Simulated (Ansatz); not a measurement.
**CH5FSn: energies of removing a hydrogen from a Python script**

A script is to give energies of removing a hydrogen; the system is CH5FSn. SMILES: F[CH2][SnH3].

Computed with Ansatz 0.2.0 through its Python package. Level of theory: PBE0+D4/def2-SVP.

## Step 1: The system

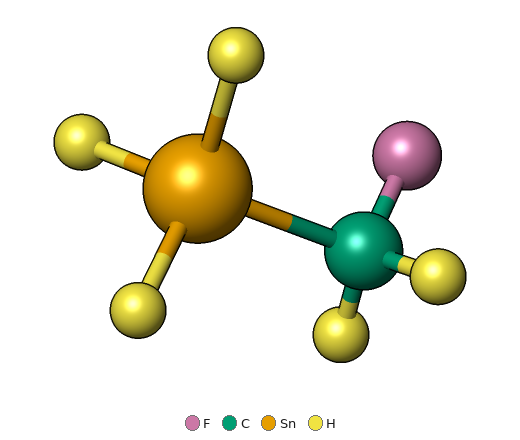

The structure that the script starts from, seen from a chosen angle (fluorine pink, carbon teal, tin amber, hydrogen yellow).

No structure file is read: the coordinates are typed or built in the script.

## Step 2: The code

Contents of bde.py:

```python
"""X-H bond energies of CH5FSn without relaxation."""

import ansatz as az


def energy(molecule, charge=0, unpaired=0):
    calc = molecule.calculation().basis(gaussian="def2-SVP").functional("pbe0", dispersion="d4")
    if charge:
        calc = calc.charge(charge)
    if unpaired:
        calc = calc.spin("collinear", total=unpaired)
    return calc.run().report["free_energy_ev"]

def without(molecule, index):
    rest = az.Crystal.molecule()
    for i, site in enumerate(molecule.cartesian_sites):
        if i != index:
            rest = rest.atom(site.symbol, site.position_ang)
    return rest

ch5fsn = (
    az.Crystal.molecule()
    .atom("F", [-1.0858, 1.3767, -0.9214])
    .atom("C", [-0.553, 0.1687, -0.9915])
    .atom("Sn", [0.4536, -0.2154, 0.8315])
    .atom("H", [0.244, 0.1486, -1.8382])
    .atom("H", [-1.332, -0.605, -1.1596])
    .atom("H", [-0.6507, -0.1471, 2.1741])
    .atom("H", [1.2537, -1.7993, 0.7741])
    .atom("H", [1.7624, 1.0156, 1.0752])
)

whole = energy(ch5fsn, 0)
hydrogen = energy(az.Crystal.molecule().atom("H", (0, 0, 0)), 0, 1)
print(f"E(molecule) = {whole:.5f} eV, E(H) = {hydrogen:.5f} eV")
for index in [4, 7]:
    radical = energy(without(ch5fsn, index), 0, 1)
    print(f"H{index}: homolysis {23.060548 * (radical + hydrogen - whole):.1f} kcal/mol")
```

## Step 3: The input behind the calls

The engine receives this input (first run):

```yaml
crystal:
  periodic: [false, false, false]
  atoms:
    - { symbol: F, position_ang: [-1.0858, 1.3767, -0.9214] }
    - { symbol: C, position_ang: [-0.553, 0.1687, -0.9915] }
    - { symbol: Sn, position_ang: [0.4536, -0.2154, 0.8315] }
    - { symbol: H, position_ang: [0.244, 0.1486, -1.8382] }
    - { symbol: H, position_ang: [-1.332, -0.605, -1.1596] }
    - { symbol: H, position_ang: [-0.6507, -0.1471, 2.1741] }
    - { symbol: H, position_ang: [1.2537, -1.7993, 0.7741] }
    - { symbol: H, position_ang: [1.7624, 1.0156, 1.0752] }
basis:
  gaussian:
    orbitals: def2-SVP
hamiltonian:
  xc: pbe0
  dispersion: d4
```

## Step 4: Running it

Run with:

```
python bde.py
```

Log:

```text
E(molecule) = -9658.45137 eV, E(H) = -13.61361 eV
H4: homolysis 104.3 kcal/mol
H7: homolysis 74.9 kcal/mol
```

Run time: 10 s. Hardware: 1 thread of Arm Neoverse V1, shared host; peak memory 0.24 GiB.

## Step 5: Inputs of later runs

The engine's inputs for the other runs:

Run 2, against run 1:

```diff
@@ -4,8 +4 @@
-    - { symbol: F, position_ang: [-1.0858, 1.3767, -0.9214] }
-    - { symbol: C, position_ang: [-0.553, 0.1687, -0.9915] }
-    - { symbol: Sn, position_ang: [0.4536, -0.2154, 0.8315] }
-    - { symbol: H, position_ang: [0.244, 0.1486, -1.8382] }
-    - { symbol: H, position_ang: [-1.332, -0.605, -1.1596] }
-    - { symbol: H, position_ang: [-0.6507, -0.1471, 2.1741] }
-    - { symbol: H, position_ang: [1.2537, -1.7993, 0.7741] }
-    - { symbol: H, position_ang: [1.7624, 1.0156, 1.0752] }
+    - { symbol: H, position_ang: [0.0, 0.0, 0.0] }
@@ -17,0 +11,3 @@
+magnetization:
+  spin_polarized: true
+  initial_magnetization: 1.0
```

Run 3, against run 1:

```diff
@@ -8 +7,0 @@
-    - { symbol: H, position_ang: [-1.332, -0.605, -1.1596] }
@@ -17,0 +17,3 @@
+magnetization:
+  spin_polarized: true
+  initial_magnetization: 1.0
```

Run 4, against run 1:

```diff
@@ -11 +10,0 @@
-    - { symbol: H, position_ang: [1.7624, 1.0156, 1.0752] }
@@ -17,0 +17,3 @@
+magnetization:
+  spin_polarized: true
+  initial_magnetization: 1.0
```

## Step 6: What the script built

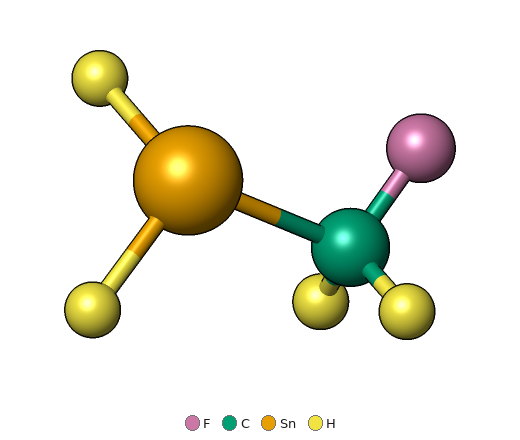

The system of run 4 as the script built it (7 atoms; fluorine pink, carbon teal, tin amber, hydrogen yellow).

## Step 7: The runs side by side

From the records of these 4 runs:

```csv
run,system,unpaired or total moment,energy (eV),<S²>,SCF cycles,CPU time (s)
1,CH5FSn,not set,-9658.4514,0.00,16,2.2
2,H,1,-13.6136,0.75,6,0.04
3,CH4FSn,1,-9640.3152,0.75,20,3.6
4,CH4FSn,1,-9641.5913,0.75,19,3.6
```

Totals carry meaning only in balanced differences at one level of theory.

## Step 8: Results

```
                                              quantity                               value
weakest bond to hydrogen among those tried (homolysis)  H7 (counted from 0), 74.9 kcal/mol
                                         runs compared                                   4
```

**Reading.** Atoms are numbered as in the script, from 0. The fragments aren't relaxed and zero-point energy is left out, so these aren't bond dissociation enthalpies. All 4 runs converged (6 to 20 cycles). Notes:
- The geometry is a force-field or estimated start, not a minimum of this method, and the basis set is short of its limit. All parts are taken at fixed geometry, without zero-point energy.
- def2 sets replace the cores of elements past krypton by effective core potentials.
- The spin-orbit lowering of heavy atoms is left out.
